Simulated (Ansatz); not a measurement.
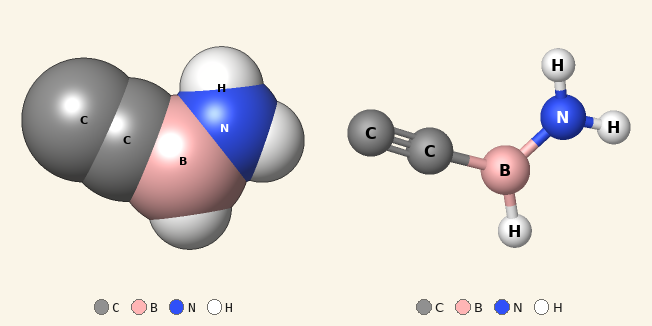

Both panels show the same species.

The species is neutral and a spin doublet. The geometry was computed by an optimisation with PBE0-D4/def2-TZVP. No frequency run is at hand to confirm it as a minimum.

Question: Which formula does it have?

Answer: C₂H₃BN, 7 atoms: 2 carbon, 3 hydrogen, 1 boron and 1 nitrogen.

Question: Name functional groups in it.

Answer: Among them: B–H bond.

More results for the same structure follow; atom numbers are the same in all pictures, views and colours differ.

### Shape

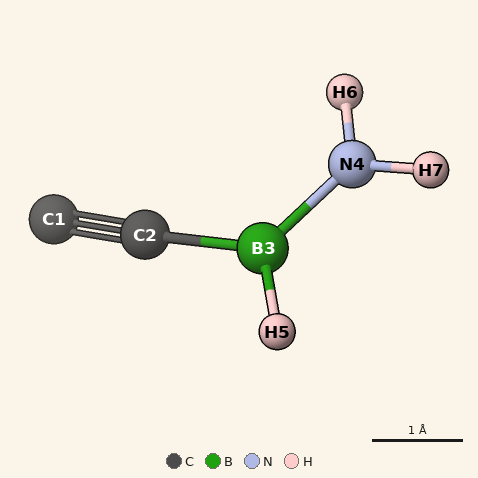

The atoms are numbered. No frequency run is at hand to confirm it as a minimum.

Estimate the angles C1–C2–B3, C2–B3–N4, C2–B3–H5, N4–B3–H5, B3–N4–H6, B3–N4–H7, H6–N4–H7.

```tsv
angle	degrees
C1–C2–B3	177.1
C2–B3–N4	120.2
C2–B3–H5	119.9
N4–B3–H5	119.8
B3–N4–H6	123.0
B3–N4–H7	122.6
H6–N4–H7	114.3
```

### Charges

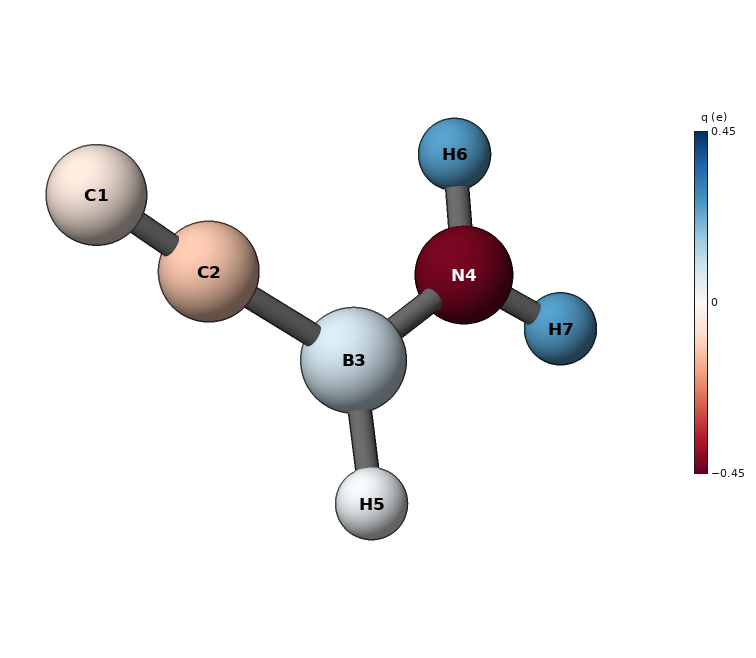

Atoms are coloured by their Mulliken charges. No frequency run is at hand to confirm it as a minimum. Method: UKS PBE0-D4/def2-TZVP (Ansatz 0.2.0).

Question: Which atom carries the highest charge (most positive or least negative)?

Answer: H6, H7 (0.25 e).

Question: And the lowest?

Answer: N4 (−0.43 e).

Give the Mulliken charges atom by atom.

```json
{"atom": "C1", "value (e)": "−0.05"}
{"atom": "C2", "value (e)": "−0.12"}
{"atom": "B3", "value (e)": "0.08"}
{"atom": "N4", "value (e)": "−0.43"}
{"atom": "H5", "value (e)": "0.02"}
{"atom": "H6", "value (e)": "0.25"}
{"atom": "H7", "value (e)": "0.25"}
```

### Dipole moment

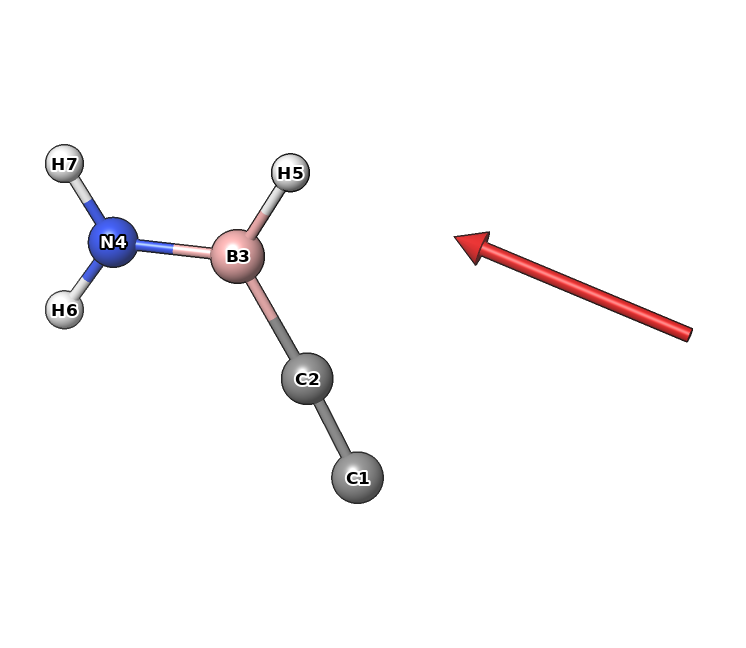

The arrow beside the molecule shows the direction of the dipole moment, from the negative to the positive end (its length means nothing). No frequency run is at hand to confirm it as a minimum. Level of theory: UKS PBE0-D4/def2-TZVP (Ansatz 0.2.0).

Question: How large is the dipole moment?

Answer: 2.35 D; it points from the side of C1 to the side of H7 (the outermost atoms at the two ends).

### Electronic properties

No frequency run is at hand to confirm it as a minimum. Level of theory: UKS PBE0-D4/def2-TZVPP (Ansatz 0.2.0).

Question: Estimate the ⟨S²⟩ of the determinant.

Answer: 0.785.

Question: What is the dispersion correction?

Answer: −8.4 kJ/mol.

Question: Give the HOMO energy (Kohn–Sham orbital) at this level.

Answer: −7.98 eV.

Mulliken values depend strongly on the basis set and can even reverse the polarity of a bond.
